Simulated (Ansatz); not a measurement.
# GeH3O2F (SMILES [OH][GeH]([OH])[F]): a chain of runs

Aim: a series of 16 runs (HF/STO-3G, UHF/STO-3G, HF/3-21G, UHF/3-21G, HF/6-31G*, B3LYP/6-31G*, PBE/def2-SVP, MP2/6-31G*) of FGeH3O2. 

Program for the calculation: Ansatz 0.2.0.

### 1 The system as given

GeH3O2F has 7 atoms, charge 0, and is taken as a singlet. As SMILES, `[OH][GeH]([OH])[F]`. Geometry: relaxed at PBE0-D4/def2-TZVP. This is one conformer, not always the lowest. The run starts from this shape.

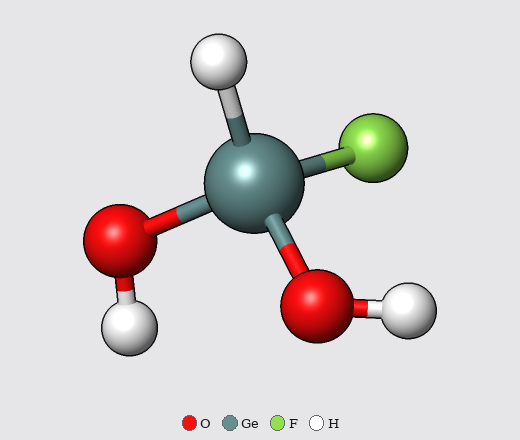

Viewed from a chosen angle; oxygen red, germanium teal, fluorine green, hydrogen white.

### 2 A structure relaxation at HF/STO-3G (start density atoms) (run 1)

The input, input.yaml:

```yaml
crystal:
  periodic: [false, false, false]
  atoms:
    - {symbol: O, position_ang: [-0.352900, 1.140300, -0.859300]}
    - {symbol: Ge, position_ang: [-0.107500, -0.026800, 0.432400]}
    - {symbol: O, position_ang: [1.518200, -0.656000, 0.307600]}
    - {symbol: F, position_ang: [-1.260300, -1.284500, 0.113200]}
    - {symbol: H, position_ang: [-1.209200, 1.041800, -1.283900]}
    - {symbol: H, position_ang: [-0.331400, 0.485800, 1.847500]}
    - {symbol: H, position_ang: [1.804400, -0.768700, -0.603100]}
basis:
  gaussian: {orbitals: STO-3G}
output: {orbitals: {seedname: orbitals}}
relax: {f_tol: 0.002}
hamiltonian: {xc: hf}
```

Started as:

```bash
$ ansatz run input.yaml --threads 1 --pin off --max-ram 3480MiB --events-out events.jsonl --progress --plain --runs-dir runs
```

What it wrote:

```text
Warning: RAYON_NUM_THREADS=1 ignored (pool sized by the plan → 1); use --threads N
The last accepted step is kept in runs//last_step.txt (removed where the run ends without a failure and the disk answers)
[... 187 lines left out ...]
Total energy: -62566.00930500 eV, -2299.2584331944 hartree
[... 7 lines left out ...]
Dipole moment:    -0.014648    -0.102261    -0.191345 e Å
```

Run time: 12 s. Hardware: 1 thread of AMD EPYC 9R45 (Zen 5), shared host; peak memory 0.12 GiB.

Steps, from the record of the run:

```csv
step,energy from the first frame kept (eV),largest force (eV/Å)
1,0.0000,2.3458
3,-0.2149,0.1199
5,-0.2155,0.1146
7,-0.2168,0.1294
9,-0.2178,0.1188
11,-0.2231,0.0465
13,-0.2262,0.1478
15,-0.2168,1.1686
17,-0.2265,0.7170
19,-0.2307,0.1804
21,-0.2322,0.0139
23,-0.2323,0.0134
25,-0.2323,0.0083
27,-0.2280,0.4478
28,-0.2324,0.0003
```

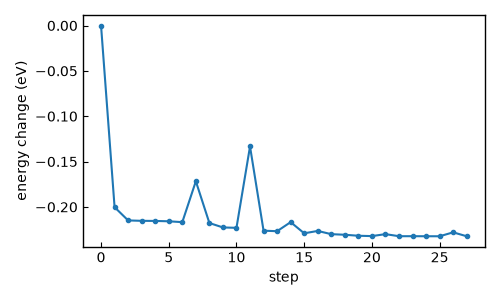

Energy along the run.

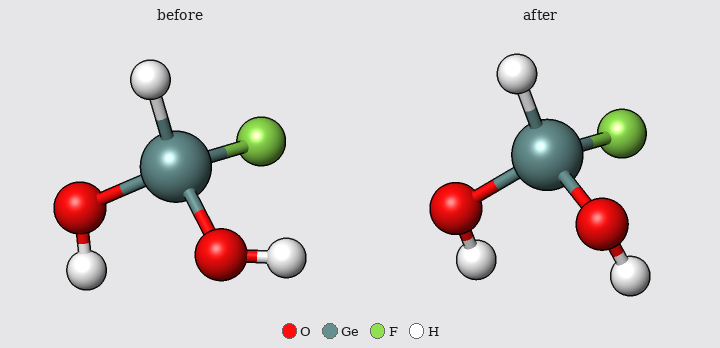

Before and after, at one scale.

After the run. Bond lengths: O1–Ge2 1.717 Å, Ge2–O3 1.717 Å, Ge2–F4 1.682 Å, O1–H5 0.982 Å, Ge2–H6 1.436 Å, O3–H7 0.982 Å. Angles: O1–Ge2–O3 111.7°, O1–Ge2–F4 106.6°, O3–Ge2–F4 106.6°, O1–Ge2–H6 109.5°, O3–Ge2–H6 109.4°, F4–Ge2–H6 113.0°, Ge2–O1–H5 110.6°, Ge2–O3–H7 110.6°.

### 3 The harmonic vibrations at HF/STO-3G (start density atoms) (run 2)

The input, molecule.yaml:

```yaml
crystal:
  periodic: [false, false, false]
  atoms:
    - {symbol: O, position_ang: [-0.656676, 1.251818, -0.578355]}
    - {symbol: Ge, position_ang: [-0.161166, 0.007688, 0.496669]}
    - {symbol: O, position_ang: [1.456913, -0.483671, 0.197912]}
    - {symbol: F, position_ang: [-1.136107, -1.324072, 0.172931]}
    - {symbol: H, position_ang: [-0.695583, 0.915669, -1.500261]}
    - {symbol: H, position_ang: [-0.277615, 0.471072, 1.850746]}
    - {symbol: H, position_ang: [1.531534, -0.906604, -0.685243]}
basis:
  gaussian: {orbitals: STO-3G}
hamiltonian: {xc: hf}
phonons: {temperatures: {t_min: 298.15, t_max: 298.15, t_step: 1}}
```

Started as:

```bash
$ ansatz run molecule.yaml --threads 1 --pin off --max-ram 3480MiB --events-out events.jsonl --progress --plain --runs-dir runs
```

What it wrote:

```text
Warning: RAYON_NUM_THREADS=1 ignored (pool sized by the plan → 1); use --threads N
[... 232 lines left out ...]
Total energy: -62566.00930566 eV, -2299.2584332189 hartree
[... 7 lines left out ...]
Dipole moment:    -0.014648    -0.102262    -0.191345 e Å
Vibrations: 102.50 220.22 286.69 287.14 301.01 694.49 715.23 744.46 905.58 905.94 1204.69 1229.49 2471.44 4276.29 4278.78 cm⁻¹, zero-point energy 1.154538 eV
```

It took 13 s on 1 thread of AMD EPYC 9R45 (Zen 5), shared host; peak memory 0.1 GiB.

Runs 3 to 15 aren't shown in full; the table further down has their settings and results.

### 4 The harmonic vibrations at MP2/6-31G(d) (Cartesian functions, start density atoms) (run 16)

The input, in.yaml:

```yaml
crystal:
  periodic: [false, false, false]
  atoms:
    - {symbol: O, position_ang: [-0.368717, 1.179699, -0.835970]}
    - {symbol: Ge, position_ang: [-0.109350, -0.023557, 0.441648]}
    - {symbol: O, position_ang: [1.525097, -0.671353, 0.314063]}
    - {symbol: F, position_ang: [-1.285605, -1.259190, 0.101034]}
    - {symbol: H, position_ang: [-1.190262, 0.978677, -1.318597]}
    - {symbol: H, position_ang: [-0.311166, 0.478738, 1.868540]}
    - {symbol: H, position_ang: [1.801303, -0.751115, -0.616318]}
basis:
  gaussian:
    orbitals: "6-31G*"
magnetization:
  spin_polarized: false
correlation:
  method: mp2
phonons:
  temperatures:
    t_min: 298.15
    t_max: 298.15
    t_step: 1
```

Started as:

```bash
$ ansatz run in.yaml --threads 1 --pin off --max-ram 3480MiB --events-out events.jsonl --progress --plain --runs-dir runs
```

What it wrote:

```text
Warning: RAYON_NUM_THREADS=1 ignored (pool sized by the plan → 1); use --threads N
[... 41 lines left out ...]
12 core orbitals not correlated: weight in the atoms' cores, before any rotation towards them, 1.000 or more for the frozen orbitals, at most 0.000 for the correlated occupied ones
[... 71 lines left out ...]
12 core orbitals not correlated: weight in the atoms' cores, before any rotation towards them, 1.000 or more for the frozen orbitals, at most 0.000 for the correlated occupied ones
[... 72 lines left out ...]
12 core orbitals not correlated: weight in the atoms' cores, before any rotation towards them, 1.000 or more for the frozen orbitals, at most 0.000 for the correlated occupied ones
[... 71 lines left out ...]
12 core orbitals not correlated: weight in the atoms' cores, before any rotation towards them, 1.000 or more for the frozen orbitals, at most 0.000 for the correlated occupied ones
[... 69 lines left out ...]
Dipole moment:    -0.113687     0.122502    -0.177255 e Å
[... 1 line left out ...]
Checks for a lower state left out: cluster_reference
```

Wall time 71 s (1 thread of AMD EPYC 9R45 (Zen 5), shared host); peak memory 0.19 GiB.

### 5 All runs side by side

```csv
run,level,task,walk f tol,partner,energy (Eh),dipole moment (D),wall time
1,HF/STO-3G (start density atoms),optimise,0.002,base,-2299.258433,1.04,12 s
2,HF/STO-3G (start density atoms),frequencies,–,base,-2299.258433,1.04,13 s
3,UHF/STO-3G (start density atoms),energy,–,cation,-2298.994778,–,0.63 s
4,UHF/STO-3G (start density atoms),optimise,–,cation,-2299.041450,–,12 s
5,HF/3-21G (start density atoms),optimise,0.002,base,-2315.034713,2.01,10 s
6,HF/3-21G (start density atoms),frequencies,–,base,-2315.034713,2.01,13 s
7,UHF/3-21G (start density atoms),energy,–,cation,-2314.640900,–,1.9 s
8,UHF/3-21G (start density atoms),optimise,–,cation,-2314.689972,–,16 s
9,"HF/6-31G* (Cartesian functions, start density atoms)",optimise,0.002,base,-2326.065702,1.20,14 s
10,"HF/6-31G* (Cartesian functions, start density atoms)",frequencies,–,base,-2326.065702,1.20,39 s
11,"B3LYP/6-31G* (Cartesian functions, start density atoms)",optimise,0.002,base,-2328.926814,1.12,19 s
12,"B3LYP/6-31G* (Cartesian functions, start density atoms)",frequencies,–,base,-2328.926814,1.12,56 s
13,PBE/def2-SVP (start density atoms),optimise,0.002,base,-2328.153791,1.11,12 s
14,PBE/def2-SVP (start density atoms),frequencies,–,base,-2328.153792,1.11,28 s
15,"MP2/6-31G* (Cartesian functions, start density atoms)",optimise,0.002,base,-2326.858211,1.17,18 s
16,"MP2/6-31G* (Cartesian functions, start density atoms)",frequencies,–,base,-2326.858211,1.17,71 s
```

### 6 What came out

```
                                                                          quantity           value
                                                  run 16, MP2/6-31G*: total energy  -2326.85821 Eh
                            run 16, MP2/6-31G*: dipole moment (correlated density)          1.17 D
                  run 16, MP2/6-31G*: correlation energy (12 core orbitals frozen)      -795.3 mEh
                                      run 16, MP2/6-31G*: largest force on an atom      0.001 eV/Å
                                    run 16, MP2/6-31G*: lowest harmonic wavenumber        143 cm⁻¹
                                   run 16, MP2/6-31G*: highest harmonic wavenumber       3784 cm⁻¹
                                             run 16, MP2/6-31G*: zero-point energy     99.8 kJ/mol
                     vertical ionisation energy (to the doublet cation), HF/STO-3G        7.174 eV
                      vertical ionisation energy (to the doublet cation), HF/3-21G       10.716 eV
adiabatic ionisation energy (to the doublet cation, no zero-point term), HF/STO-3G        5.904 eV
 adiabatic ionisation energy (to the doublet cation, no zero-point term), HF/3-21G        9.381 eV
```

**Reading.** At HF/STO-3G: removing an electron at fixed nuclei costs 7.17 eV (165 kcal/mol). In a minimal basis such a difference can be off by several eV, whatever the method. At HF/3-21G: the vertical ionisation energy comes to 10.72 eV (247 kcal/mol). At HF/STO-3G: the adiabatic ionisation energy (to the doublet cation, no zero-point term) is 5.90 eV (570 kJ/mol). At HF/3-21G: the adiabatic ionisation energy (to the doublet cation, no zero-point term) is 9.38 eV (905 kJ/mol). Totals of different functionals can't be ranked against each other. In runs 1, 2, 3, 4 the basis is minimal, so the values are rough. All runs together took 5.6 min, the longest 71 s.
